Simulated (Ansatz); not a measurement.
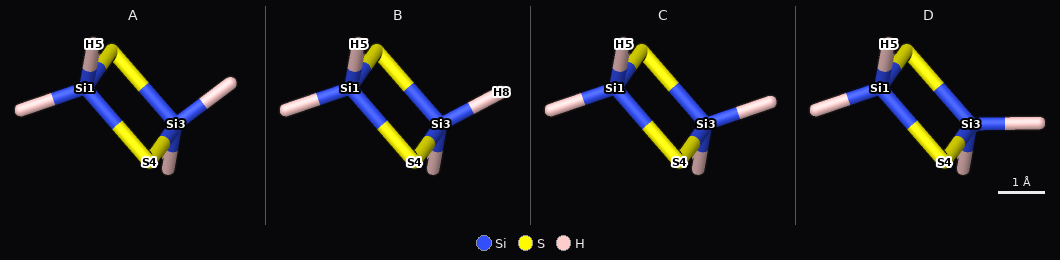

A scan of Si$_{2}$H$_{4}$S$_{2}$ along one coordinate. Style: stick. Shown onto the plane of the angle.

Single-point energies from Ansatz with CCSD(T) in the def2-TZVPP basis, on geometries moved rigidly from the minimum at PBE0-D4/def2-TZVP. Coupled cluster with a frozen core. Energies are counted from the PBE0-D4/def2-TZVP minimum geometry at the same level.

> Which coordinate changes from frame to frame?

One H–Si–S angle is varied, with the rest of the molecule carried along rigidly. In the frames the angle is 94.1° (A), 103.1° (B), 112.1° (C), 130.1° (D). Their energies are 5.39 kcal/mol, 1.33 kcal/mol, 0.00 kcal/mol, 4.72 kcal/mol.
